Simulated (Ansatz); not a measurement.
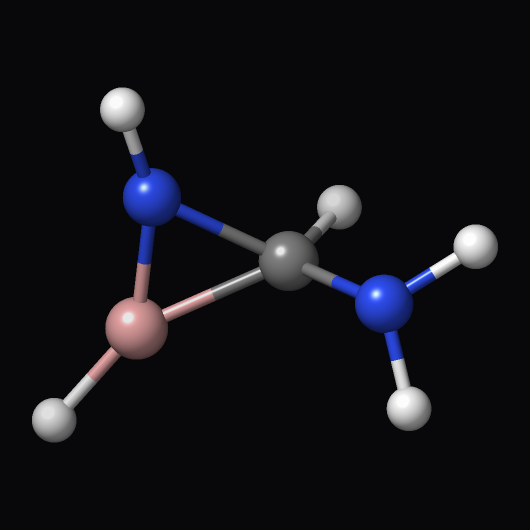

Ball-and-stick drawing of a structure. Colours: nitrogen blue, carbon grey, boron pink, hydrogen white.

Computed geometry: PBE0-D4/def2-TZVP optimisation.

Description:

It has 9 atoms: 1 carbon, 5 hydrogen, 1 boron and 2 nitrogen (CH5BN2). Its SMILES string is `N[C@H]1BN1`. Independent rings (smallest set): 1 of 3 members. Among its groups: primary amine, B–H bond. This geometry has C1 symmetry. Coordination, clear cases only: 1 N trigonal pyramidal.

The parts below concern this one geometry. Atoms keep their numbers from picture to picture.

### Vibrations

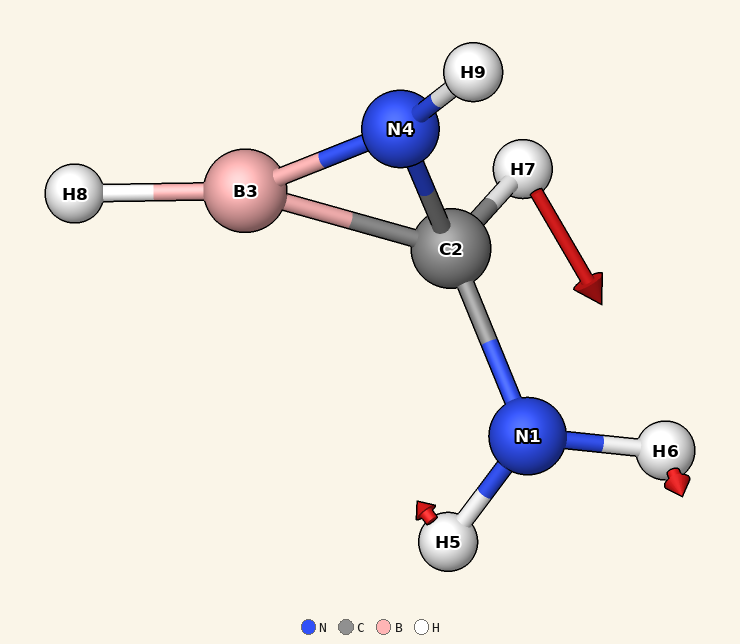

The arrows show one normal mode. Harmonic vibrations computed with RKS PBE0-D4/def2-TZVP (Ansatz 0.2.0) at a stationary point of the same level.

Question: What kind of motion is it?

Answer: Mostly H–C–N bending.

Question: Estimate its harmonic wavenumber.

Answer: 1382 cm⁻¹; it is mode 14 of 21 counted from the lowest.

### Levels of theory compared

Program: Ansatz 0.2.0.

At this fixed geometry, give HOMO–LUMO gap (eV), HOMO energy (eV), vertical IP (eV) at these levels: B3LYP-D4/def2-TZVPP; PBE-D4/def2-TZVPP; PBE0-D4/def2-TZVPP; r2SCAN-D4/def2-TZVPP; ωB97M-V/def2-TZVPP; ωB97X-V/def2-TZVPP.

```json
{"level": "B3LYP-D4/def2-TZVPP", "HOMO–LUMO gap (eV)": "6.62", "HOMO energy (eV)": "−6.63", "vertical IP (eV)": "9.28"}
{"level": "PBE-D4/def2-TZVPP", "HOMO–LUMO gap (eV)": "4.71", "HOMO energy (eV)": "−5.45", "vertical IP (eV)": "9.07"}
{"level": "PBE0-D4/def2-TZVPP", "HOMO–LUMO gap (eV)": "7.11", "HOMO energy (eV)": "−6.86", "vertical IP (eV)": "9.22"}
{"level": "r2SCAN-D4/def2-TZVPP", "HOMO–LUMO gap (eV)": "5.36", "HOMO energy (eV)": "−5.71", "vertical IP (eV)": "9.09"}
{"level": "ωB97M-V/def2-TZVPP", "HOMO–LUMO gap (eV)": "11.27", "HOMO energy (eV)": "−9.23", "vertical IP (eV)": "9.34"}
{"level": "ωB97X-V/def2-TZVPP", "HOMO–LUMO gap (eV)": "11.66", "HOMO energy (eV)": "−9.31", "vertical IP (eV)": "9.34"}
```

### Thermal motion

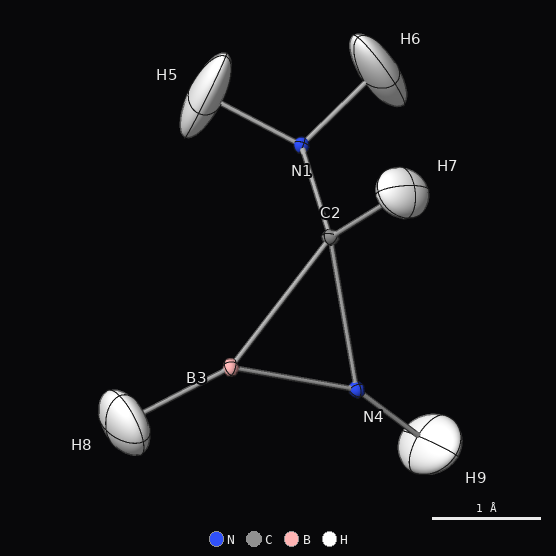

Displacement ellipsoids at the 50 % level, enlarged 1.5 times, from the internal vibrations of the free molecule (harmonic, no overall translation or rotation; no half-axis is drawn under 0.075 Å). Vibrations computed with RKS PBE0-D4/def2-TZVP (Ansatz 0.2.0). Temperature: 0 K (zero-point motion alone).

Give the displacement parameters, one line for each set of equivalent atoms.

```tsv
atom	U_eq (Å²)	rms amplitudes (Å)
N1	0.00086	0.023, 0.027, 0.036
C2	0.0012	0.030, 0.036, 0.038
B3	0.0012	0.027, 0.030, 0.043
N4	0.00089	0.022, 0.027, 0.038
H5	0.0236	0.070, 0.123, 0.225
H6	0.0219	0.072, 0.119, 0.215
H7	0.0112	0.080, 0.108, 0.124
H8	0.0169	0.082, 0.134, 0.161
H9	0.0213	0.070, 0.132, 0.203
```
